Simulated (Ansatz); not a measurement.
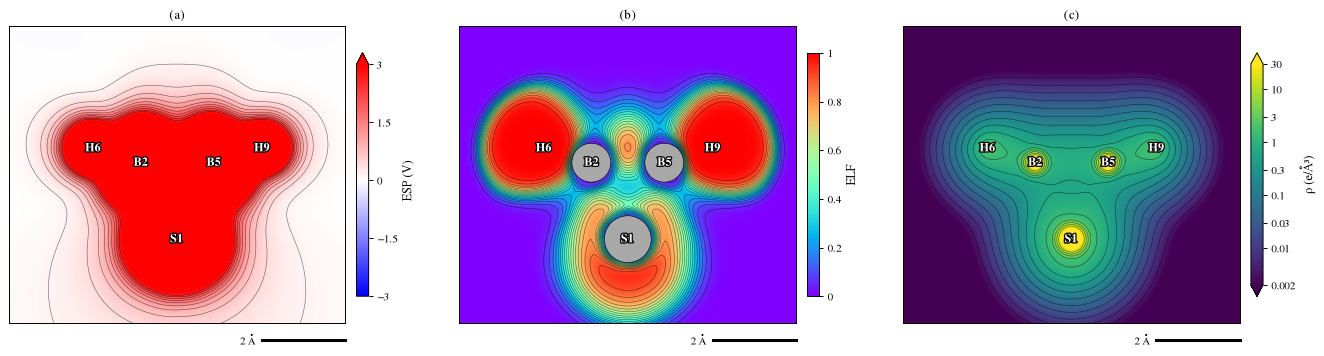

Figure. B4H4S. (a) molecular electrostatic potential; (b) electron localisation function; (c) total electron density on the plane of atoms S1, B2 and B5. Grey discs cover the atomic cores in the ELF map.

Geometry: PBE-D4/def2-SVP.

Theory: RKS PBE0-D4/def2-TZVP in Ansatz.

```xyz
9

S     0.1766    0.9224    1.1256
B     0.6497   -0.6921   -0.0150
B     0.8414    0.8242   -0.6826
B    -0.8184   -0.7037    0.8298
B    -0.7386    0.2279   -0.5512
H     1.4805   -1.5559    0.1117
H     1.5459    1.6202   -1.2382
H    -1.4845   -1.2994    1.6299
H    -1.6525    0.6563   -1.2099
```

Q: What do the fields say about this system?

A: The section cuts through S, B and H sites. B–H (1.21 Å): ρ is about 1.2 e/Å³ halfway; the ELF climbs to about 1 towards the hydrogen, as it does in any bond to H; an ordinary covalent bond to hydrogen. B–B (1.75 Å): ρ at the midpoint is about 0.81 e/Å³; the ELF peaks at about 0.70 between the atoms. B–S (2.03 Å): ρ is about 0.73 e/Å³ halfway, with its minimum of 0.62 e/Å³ about 0.7 Å from B; the ELF peaks at about 0.65 between the atoms. The potential has no marked negative region in this plane.
